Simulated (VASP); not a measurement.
# O on Cu(111): binding against coverage, part 2 of 10

Aim: adsorption energy and work function of O on Cu(111) from low coverage to a full layer.

VASP 6.6.1, plane waves and PAW; the level of theory is named at each step.

So far. Step 3 (The bulk reference, job self-consistent run, k-mesh …): The run ends at a pressure of -0.70 GPa.

## Step 4: Relaxing the slab, cell 1 x 1, k-mesh 12×12×1

Level of this step: PBE; plane waves and PAW (Cu) (VASP).

System of this step: Cu(111). The cell holds 4 atoms: 4 Cu. Cell: a = 2.571 Å, b = 2.571 Å, c = 21.298 Å, α = 90.0°, β = 90.0°, γ = 60.0°. It derives from Cu. 4 layers of fcc Cu, cut at this functional's lattice. Vacuum lies along c.

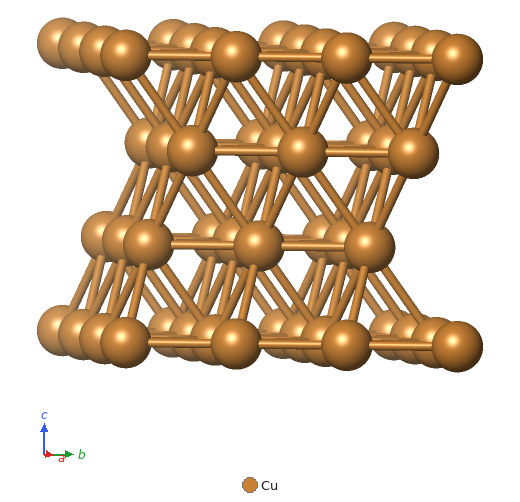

The cell of this step (copper orange). 3×3×1 cells are drawn. Some periodic images of atoms are drawn too.

The free atoms relax, while those held by selective dynamics keep their cut positions.

INCAR

```
SYSTEM = Cu
PREC = Normal
ENCUT = 440
EDIFF = 1E-05
NELM = 120
ISMEAR = 1
SIGMA = 0.15
LREAL = .FALSE.
ALGO = Fast
GGA = PE
NBANDS = 28
LASPH = .TRUE.
LORBIT = 11
LWAVE = .FALSE.
LCHARG = .FALSE.
KPAR = 8
IBRION = 2
NSW = 30
ISIF = 2
EDIFFG = -0.03
POTIM = 0.4
MAXMIX = 40
IDIPOL = 3
LDIPOL = .TRUE.
DIPOL = 0.5 0.5 0.5
```

POSCAR

```
Cu
1.0
    2.5710194888      0.0000000000      0.0000000000
    1.2855097444      2.2265681909      0.0000000000
    0.0000000000      0.0000000000     21.2976858663
Cu
4
Selective dynamics
Direct
    0.0000000000      0.0000000000      0.3521509400  F F F
    0.3333333300      0.3333333300      0.4507169800  F F F
    0.6666666700      0.6666666700      0.5492830200  T T T
    0.0000000000      0.0000000000      0.6478490600  T T T
```

KPOINTS

```
Automatic mesh
0
Gamma
12 12 1
0 0 0
```

PAW data sets: Cu (PBE family, release 64).

The run is started by

```sh
$ mpirun -np 8 vasp_std
```

Output:

```text
[banner, memory and clock lines left out]
running    8 mpi-ranks, on    1 nodes
 distrk:  each k-point on    1 cores,    8 groups
 distr:  one band on    1 cores,    1 groups

 POSCAR found type information on POSCAR Cu
 POSCAR found :  1 types and       4 ions
 [... a notice as in an earlier step ...]

 LDA part: xc-table for (Slater+PW92), standard interpolation
 POSCAR, INCAR and KPOINTS ok, starting setup
 FFT: planning ... GRIDC
 FFT: planning ... GRID_SOFT
 FFT: planning ... GRID
 WAVECAR not read
 entering main loop
       N       E                     dE             d eps       ncg     rms          rms(c)
DAV:   1     0.344741947045E+03    0.34474E+03   -0.18018E+04  1064   0.181E+03
DAV:   2     0.963309449755E+01   -0.33511E+03   -0.32455E+03  1068   0.362E+02
DAV:   3    -0.164167635374E+02   -0.26050E+02   -0.24659E+02  1140   0.153E+02
DAV:   4    -0.171866893783E+02   -0.76993E+00   -0.76668E+00  1212   0.322E+01
DAV:   5    -0.172051259129E+02   -0.18437E-01   -0.18434E-01  1236   0.392E+00    0.148E+01
RMM:   6    -0.155162572729E+02    0.16889E+01   -0.36425E+01  1070   0.939E+01    0.868E+00
RMM:   7    -0.139837054048E+02    0.15326E+01   -0.78602E+00  1067   0.473E+01    0.115E+00
RMM:   8    -0.139843195553E+02   -0.61415E-03   -0.41317E-01  1090   0.567E+00    0.758E-01
RMM:   9    -0.139869574033E+02   -0.26378E-02   -0.94616E-02  1088   0.331E+00    0.243E-01
RMM:  10    -0.139867643127E+02    0.19309E-03   -0.29329E-02  1251   0.153E+00    0.195E-01
RMM:  11    -0.139856939440E+02    0.10704E-02   -0.43268E-03  1144   0.639E-01    0.140E-01
RMM:  12    -0.139863745335E+02   -0.68059E-03   -0.13619E-03  1106   0.381E-01    0.174E-01
RMM:  13    -0.139849983611E+02    0.13762E-02   -0.91514E-04  1080   0.352E-01    0.447E-02
RMM:  14    -0.139848909744E+02    0.10739E-03   -0.30261E-04  1089   0.207E-01    0.220E-02
RMM:  15    -0.139849094511E+02   -0.18477E-04   -0.14118E-04  1031   0.103E-01    0.148E-02
RMM:  16    -0.139849789645E+02   -0.69513E-04   -0.76398E-05   950   0.844E-02    0.130E-02
RMM:  17    -0.139850182499E+02   -0.39285E-04   -0.29452E-05   721   0.573E-02    0.103E-02
RMM:  18    -0.139850925720E+02   -0.74322E-04   -0.25083E-05   677   0.466E-02    0.618E-03
RMM:  19    -0.139851085870E+02   -0.16015E-04   -0.10299E-05   638   0.387E-02    0.345E-03
RMM:  20    -0.139851270518E+02   -0.18465E-04   -0.60928E-06   628   0.205E-02    0.178E-03
RMM:  21    -0.139851338396E+02   -0.67878E-05   -0.19224E-06   615   0.125E-02
   1 F= -.13985134E+02 E0= -.13983444E+02  d E =-.139851E+02
 curvature:   0.00 expect dE= 0.000E+00 dE for cont linesearch  0.000E+00
 trial: gam= 0.00000 g(F)=  0.431E-03 g(S)=  0.000E+00 ort = 0.000E+00 (trialstep = 0.100E+01)
 search vector abs. value=  0.431E-03
 bond charge predicted
       N       E                     dE             d eps       ncg     rms          rms(c)
DAV:   1    -0.139854435358E+02   -0.31648E-03   -0.95518E-02  1200   0.187E+00    0.199E-02
RMM:   2    -0.139855295193E+02   -0.85984E-04   -0.88441E-04  1067   0.415E-01    0.121E-02
RMM:   3    -0.139855635192E+02   -0.34000E-04   -0.34524E-04  1075   0.176E-01    0.744E-03
RMM:   4    -0.139855679757E+02   -0.44564E-05   -0.54560E-05   844   0.980E-02
   2 F= -.13985568E+02 E0= -.13983904E+02  d E =-.434136E-03
[...]
3 F= -.13986316E+02 E0= -.13984712E+02  d E =-.118210E-02
[...]
4 F= -.13987253E+02 E0= -.13985772E+02  d E =-.211899E-02
[...]
5 F= -.13987401E+02 E0= -.13985970E+02  d E =-.226752E-02
[...]
6 F= -.13987995E+02 E0= -.13986639E+02  d E =-.593851E-03
 trial-energy change:   -0.000594  1 .order   -0.000480   -0.000572   -0.000388
 step:   3.9180(harm=  3.9180)  dis= 0.00000  next Energy=   -13.988288 (dE=-0.886E-03)
 bond charge predicted
       N       E                     dE             d eps       ncg     rms          rms(c)
DAV:   1    -0.139868705150E+02    0.11224E-02   -0.13387E+00  1116   0.722E+00    0.746E-02
RMM:   2    -0.139882311979E+02   -0.13607E-02   -0.12718E-02  1080   0.159E+00    0.103E-01
RMM:   3    -0.139888307604E+02   -0.59956E-03   -0.63868E-03  1299   0.753E-01    0.700E-02
RMM:   4    -0.139888767943E+02   -0.46034E-04   -0.95506E-04  1217   0.255E-01    0.540E-02
RMM:   5    -0.139888753606E+02    0.14337E-05   -0.43802E-05   818   0.645E-02
   7 F= -.13988875E+02 E0= -.13987635E+02  d E =-.147400E-02
 curvature:  -3.76 expect dE=-0.639E-04 dE for cont linesearch -0.638E-04
 trial: gam=-0.10124 g(F)=  0.170E-04 g(S)=  0.000E+00 ort = 0.121E-03 (trialstep = 0.180E+01)
 search vector abs. value=  0.132E-05
 reached required accuracy - stopping structural energy minimisation
```

Wall time 27 s (8 MPI ranks of AMD EPYC 7R43, shared host); peak memory 1.4 GiB; 3.5 min of CPU time.

Parts of OUTCAR (step 4):

```text
  LATTYP: Found a hexagonal cell.
 ALAT       =     2.5710194888
 C/A-ratio  =     8.2837512354

 Subroutine GETGRP returns: Found 12 space group operations
 (whereof 12 operations were pure point group operations)

The static configuration has the point symmetry D_3d.

 Found     19 irreducible k-points:

   k-points           NKPTS =     19   k-points in BZ     NKDIM =     19   number of bands    NBANDS=     28

   dimension x,y,z NGX =    14 NGY =   14 NGZ =  112
   dimension x,y,z NGXF=    28 NGYF=   28 NGZF=  224

   ENCUT  =  440.0 eV  32.34 Ry    5.69 a.u.   4.40  4.40 36.43*2*pi/ulx,y,z

   NELECT =      44.0000    total number of electrons

 dipolmoment           0.000000      0.000000     -0.000001 electrons x Angstroem

 E-fermi :   0.0163

 k-point     1 :       0.0000    0.0000    0.0000
  band No.  band energies     occupation
    ...
     21      -1.6417      2.00000
     22      -1.4929      2.00000
     23      -1.4929      2.00000
     24      -1.0779      2.00000
     25      -0.0579      1.73433
     26       4.3561      0.00000
     27       4.4835      0.00000
     28       5.7068      0.00000

 k-point     2 :       0.0833    0.0000    0.0000
  band No.  band energies     occupation
    ...
     20      -1.8383      2.00000
     21      -1.6435      2.00000
     22      -1.6408      2.00000
     23      -1.4893      2.00000
     24      -0.6698      2.00000
     25       0.4646     -0.00020
     26       4.5314      0.00000
     27       4.6944      0.00000
     28       5.9153      0.00000

  Total       -0.8047342     -0.8047342     -0.0564959      0.0000000     -0.0000000      0.0000000
  in kB      -10.5752158    -10.5752158     -0.7424268      0.0000000     -0.0000000      0.0000000
  external PRESSURE =      -7.2976195 kB  Pullay stress =       0.0000000 kB

  energy-cutoff  :      440.00
  volume of cell :      121.92
      direct lattice vectors                 reciprocal lattice vectors
     2.571019489  0.000000000  0.000000000     0.388950766 -0.224560830  0.000000000
     1.285509744  2.226568191  0.000000000     0.000000000  0.449121659  0.000000000
     0.000000000  0.000000000 21.297685866     0.000000000  0.000000000  0.046953458

 POSITION                                       TOTAL-FORCE (eV/Angst)
 -----------------------------------------------------------------------------------
      0.00000      0.00000      7.50000        -0.000000      0.000000      0.101239
      1.28551      0.74219      9.59923         0.000000      0.000000     -0.071664
      2.57102      1.48438     11.67611         0.000000     -0.000000     -0.016007
      0.00000      0.00000     13.74835        -0.000000     -0.000000     -0.013568
 -----------------------------------------------------------------------------------
    total drift:                               -0.000003     -0.000002      0.003996

  FREE ENERGIE OF THE ION-ELECTRON SYSTEM (eV)
  ---------------------------------------------------
  free  energy   TOTEN  =       -13.9888753606 eV

  energy  without entropy=      -13.9851542785  energy(sigma->0) =      -13.98763500

 vacuum level on the upper side and lower side of the slab         4.283         4.280

 total charge
# of ion       s       p       d       tot
------------------------------------------
    1        0.445   0.281   9.187   9.914
    2        0.440   0.369   9.178   9.986
    3        0.441   0.374   9.178   9.994
    4        0.447   0.285   9.190   9.922
--------------------------------------------------
tot          1.773   1.310  36.733  39.816

[... 1 part as in an earlier step ...]

[... 7 further parts left out ...]
```

CONTCAR:

```
Cu
   1.00000000000000
     2.5710194888000002    0.0000000000000000    0.0000000000000000
     1.2855097444000001    2.2265681909000001    0.0000000000000000
     0.0000000000000000    0.0000000000000000   21.2976858663000002
  Cu
     4
Selective dynamics
Direct
     0.0000000000000000    0.0000000000000000    0.3521509400000014   F   F   F
     0.3333333300000021    0.3333333300000021    0.4507169800000028   F   F   F
     0.6666666699999979    0.6666666699999979    0.5482339065809972   T   T   T
     0.0000000000000000    0.0000000000000000    0.6455325785905183   T   T   T
```

The run keeps the 6 symmetry operations of its start, so it cannot find a distortion of lower symmetry.

Step by step:

| step | energy less that of the first step (eV) | largest force (eV/Å) |
| --- | --- | --- |
| 1 | 0.0000 | 0.1048 |
| 2 | -0.0004 | 0.0685 |
| 3 | -0.0012 | 0.0636 |
| 4 | -0.0021 | 0.0920 |
| 5 | -0.0023 | 0.1056 |
| 6 | -0.0029 | 0.0666 |
| 7 | -0.0037 | 0.0160 |

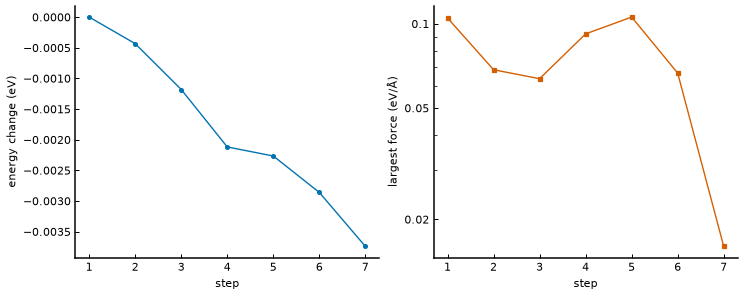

Energy and largest force along the relaxation.

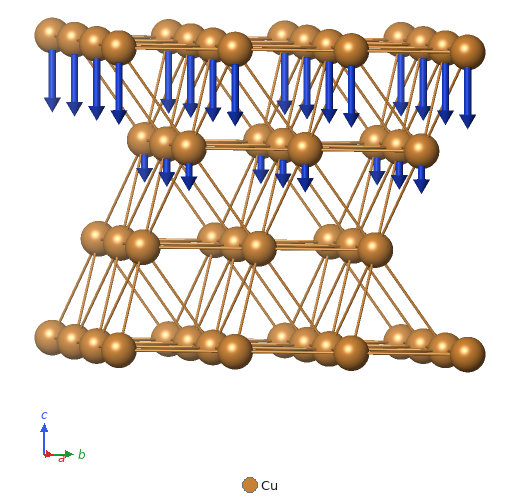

Displacements in the relaxation, exaggerated; the longest in the cell stands for 0.05 Å. 3×3×1 cells are drawn. Some periodic images of atoms are drawn too.

The atoms that moved most (Å):

| atom | dx | dy | dz | length |
| --- | --- | --- | --- | --- |
| Cu4 | 0.000 | 0.000 | -0.049 | 0.049 |
| Cu3 | 0.000 | 0.000 | -0.022 | 0.022 |

Final coordinates:

```xyz
4
Lattice="2.5710 0.0000 0.0000 1.2855 2.2266 0.0000 0.0000 0.0000 21.2977" Properties=species:S:1:pos:R:3
Cu    0.0000    0.0000    7.5000
Cu    1.2855    0.7422    9.5992
Cu    2.5710    1.4844   11.6761
Cu    0.0000    0.0000   13.7484
```

Numbers from this step:

```yaml
electronic_cycles: 51
electrons: 44
free_energy_toten: -13.99 eV
energy_at_zero_smearing: -13.99 eV
fermi_energy: 0.0163 eV
dipole_moment: 0, 0, -1.00e-6 e·Å
```

The run ended after 7 ionic steps, 0.004 eV below its first step, once the forces on the free atoms met EDIFFG = -0.03.

## Step 5: The vacuum level, cell 1 x 1, k-mesh 12×12×1

A static run writes the electrostatic potential without exchange and correlation (LVHAR), which is flat in the vacuum and gives the level to count from. The dipole correction cancels the field that unlike faces would set up across the vacuum.

INCAR

```
SYSTEM = Cu
PREC = Normal
ENCUT = 440
EDIFF = 1E-06
NELM = 120
ISMEAR = 1
SIGMA = 0.15
LREAL = .FALSE.
ALGO = Fast
GGA = PE
NBANDS = 28
LASPH = .TRUE.
LORBIT = 11
LWAVE = .FALSE.
LCHARG = .FALSE.
KPAR = 8
IDIPOL = 3
LDIPOL = .TRUE.
DIPOL = 0.5 0.5 0.499
LVHAR = .TRUE.
LVACPOTAV = .TRUE.
```

Changes to POSCAR since step 4:

```diff
@@ -11,3 +11,3 @@
     0.3333333300      0.3333333300      0.4507169800  F F F
-    0.6666666700      0.6666666700      0.5492830200  T T T
-    0.0000000000      0.0000000000      0.6478490600  T T T
+    0.6666666700      0.6666666700      0.5482339066  T T T
+    0.0000000000      0.0000000000      0.6455325786  T T T
```

KPOINTS is that of step 4.

The run is started by

```sh
$ mpirun -np 8 vasp_std
```

Output:

```text
[... set-up lines as in an earlier step ...]
 entering main loop
       N       E                     dE             d eps       ncg     rms          rms(c)
DAV:   1     0.344705764152E+03    0.34471E+03   -0.18031E+04  1064   0.181E+03
DAV:   2     0.942109020448E+01   -0.33528E+03   -0.32542E+03  1064   0.362E+02
DAV:   3    -0.164306263998E+02   -0.25852E+02   -0.24469E+02  1140   0.153E+02
DAV:   4    -0.171974460782E+02   -0.76682E+00   -0.76343E+00  1240   0.323E+01
DAV:   5    -0.172158490072E+02   -0.18403E-01   -0.18401E-01  1240   0.392E+00    0.148E+01
RMM:   6    -0.154989840301E+02    0.17169E+01   -0.36275E+01  1151   0.937E+01    0.861E+00
RMM:   7    -0.139878392049E+02    0.15111E+01   -0.77856E+00  1103   0.471E+01    0.116E+00
RMM:   8    -0.139955400179E+02   -0.77008E-02   -0.42098E-01  1178   0.559E+00    0.832E-01
RMM:   9    -0.139941921424E+02    0.13479E-02   -0.91602E-02  1221   0.292E+00    0.375E-01
RMM:  10    -0.139919156623E+02    0.22765E-02   -0.28124E-02  1258   0.172E+00    0.267E-01
RMM:  11    -0.139901982234E+02    0.17174E-02   -0.69687E-03  1245   0.987E-01    0.189E-01
RMM:  12    -0.139891414959E+02    0.10567E-02   -0.26217E-03  1223   0.615E-01    0.124E-01
RMM:  13    -0.139886200592E+02    0.52144E-03   -0.15792E-03  1190   0.423E-01    0.499E-02
RMM:  14    -0.139885288719E+02    0.91187E-04   -0.55895E-04  1249   0.270E-01    0.250E-02
RMM:  15    -0.139885393282E+02   -0.10456E-04   -0.22982E-04  1262   0.142E-01    0.181E-02
RMM:  16    -0.139886170251E+02   -0.77697E-04   -0.93091E-05  1214   0.985E-02    0.105E-02
RMM:  17    -0.139886893267E+02   -0.72302E-04   -0.44789E-05  1328   0.498E-02    0.537E-03
RMM:  18    -0.139887372825E+02   -0.47956E-04   -0.15080E-05  1043   0.274E-02    0.267E-03
RMM:  19    -0.139887516345E+02   -0.14352E-04   -0.44366E-06   889   0.167E-02    0.167E-03
RMM:  20    -0.139887681665E+02   -0.16532E-04   -0.49237E-06   850   0.130E-02    0.167E-03
RMM:  21    -0.139887759133E+02   -0.77469E-05   -0.80098E-07   724   0.125E-02    0.129E-03
RMM:  22    -0.139887884697E+02   -0.12556E-04   -0.81989E-07   748   0.780E-03    0.109E-03
RMM:  23    -0.139887926829E+02   -0.42131E-05   -0.47052E-07   722   0.923E-03    0.113E-03
RMM:  24    -0.139887945144E+02   -0.18315E-05   -0.30758E-07   714   0.781E-03    0.704E-04
RMM:  25    -0.139887948919E+02   -0.37751E-06   -0.83661E-08   679   0.367E-03
 -----------------------------------------------------------------------------
|                                                                             |
|           W    W    AA    RRRRR   N    N  II  N    N   GGGG   !!!           |
|           W    W   A  A   R    R  NN   N  II  NN   N  G    G  !!!           |
|           W    W  A    A  R    R  N N  N  II  N N  N  G       !!!           |
|           W WW W  AAAAAA  RRRRR   N  N N  II  N  N N  G  GGG   !            |
|           WW  WW  A    A  R   R   N   NN  II  N   NN  G    G                |
|           W    W  A    A  R    R  N    N  II  N    N   GGGG   !!!           |
|                                                                             |
|     Did not find any points to average over, which means that no vacuum     |
|     field-free region was found. Please increase the size of  your cell     |
|     in the dimension of the dipole correction to obtain accurate            |
|     workfunction values.                                                    |
|                                                                             |
 -----------------------------------------------------------------------------

   1 F= -.13988795E+02 E0= -.13987504E+02  d E =-.387242E-02
```

Elapsed: 12 s, on 8 MPI ranks; peak memory 1.3 GiB.

From OUTCAR (step 5):

```text
   NELECT =      44.0000    total number of electrons

 dipolmoment           0.000000      0.000000     -0.000410 electrons x Angstroem

 E-fermi :   0.0230

 k-point     1 :       0.0000    0.0000    0.0000
  band No.  band energies     occupation
    ...
     21      -1.6330      2.00000
     22      -1.4851      2.00000
     23      -1.4851      2.00000
     24      -1.0765      2.00000
     25      -0.0565      1.77265
     26       4.3309      0.00000
     27       4.4663      0.00000
     28       5.8064      0.00000

  Total       -1.2419979     -1.2419979     -0.5757759      0.0000000      0.0000000      0.0000000
  in kB      -16.3214091    -16.3214091     -7.5664168      0.0000000      0.0000000      0.0000000
  external PRESSURE =     -13.4030783 kB  Pullay stress =       0.0000000 kB

 POSITION                                       TOTAL-FORCE (eV/Angst)
 -----------------------------------------------------------------------------------
      0.00000      0.00000      7.50000         0.000000      0.000000      0.106238
      1.28551      0.74219      9.59923        -0.000000     -0.000000     -0.065728
      2.57102      1.48438     11.67611         0.000000      0.000000     -0.028159
      0.00000      0.00000     13.74835         0.000000     -0.000000     -0.012351
 -----------------------------------------------------------------------------------
    total drift:                               -0.000003     -0.000002     -0.015552

  FREE ENERGIE OF THE ION-ELECTRON SYSTEM (eV)
  ---------------------------------------------------
  free  energy   TOTEN  =       -13.9887948919 eV

  energy  without entropy=      -13.9849224673  energy(sigma->0) =      -13.98750408

 vacuum level on the upper side and lower side of the slab         4.809         4.822

[... 6 parts as in an earlier step ...]

[... 11 further parts left out ...]
```

Numbers from this step:

```yaml
electronic_cycles: 25
fermi_energy: 0.023 eV
dipole_moment: 0, 0, -4.10e-4 e·Å
vacuum_levels: 4.809, 4.822 eV
work_functions_of_the_upper_and_lower_face: 4.786, 4.799 eV
```

The planar average of the electrostatic potential oscillates, so the rows of the table below give means over windows of 2 Å about each position, cut where the curve ends. Its maxima inside the range that stand out by 2 % of the span (Å: eV): 8.6: 0.611, 10.6: 0.516, 12.7: 0.441. Its minima: 7.5: -14.7, 9.6: -14.8, 11.7: -14.8, 13.8: -14.7.

Zero at the Fermi level. The planar average of the electrostatic potential by height; means over each step:

| height (Å) | planar average of the electrostatic potential (eV) |
| --- | --- |
| 0 | 4.80 |
| 2 | 4.80 |
| 4 | 4.79 |
| 6 | 2.38 |
| 8 | -7.24 |
| 10 | -7.48 |
| 12 | -7.57 |
| 14 | -7.07 |
| 16 | 4.46 |
| 18 | 4.79 |
| 20 | 4.79 |

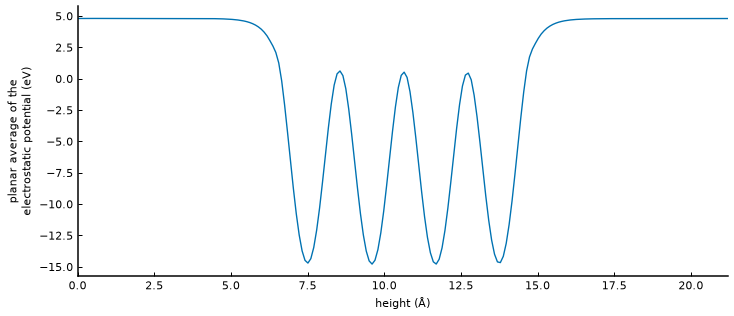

Planar average of the electrostatic potential against height.

Force by atom:

| atom | x (eV/Å) | y (eV/Å) | z (eV/Å) | size |
| --- | --- | --- | --- | --- |
| Cu1 | 0.000 | 0.000 | 0.106 | 0.106 |
| Cu2 | 0.000 | 0.000 | -0.066 | 0.066 |
| Cu3 | 0.000 | 0.000 | -0.028 | 0.028 |
| Cu4 | 0.000 | 0.000 | -0.012 | 0.012 |

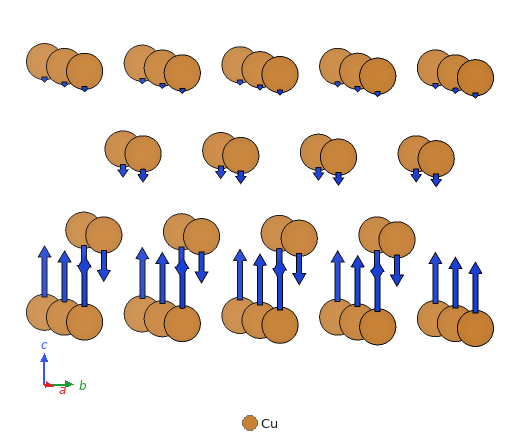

Force as arrows, the longest 0.106 eV/Å. 2×4×1 cells are drawn. Some periodic images of atoms are drawn too.

The vacuum level lies 4.79 eV above the Fermi level at the upper face; both faces agree, as the slab has next to no dipole.

The program found no field-free point at its default tolerance, but its printed level agrees with the flat part of the planar average.

[end of part 2 of 10]

[Lines on the potential files, build, host, timing and source positions are cut from VASP's logs without a mark.]

[Logs are printed without paths, hosts, clocks, repeated set-up lines and the standing remarks that a program may print on its own settings, such as how far it seeks lower states.]

[Hosts, paths, dates, database ids (printed as entryN), source tags and the programs' standing remarks are cut or masked in the printed files.]

[Runs that stopped without an error message from VASP are left out.]
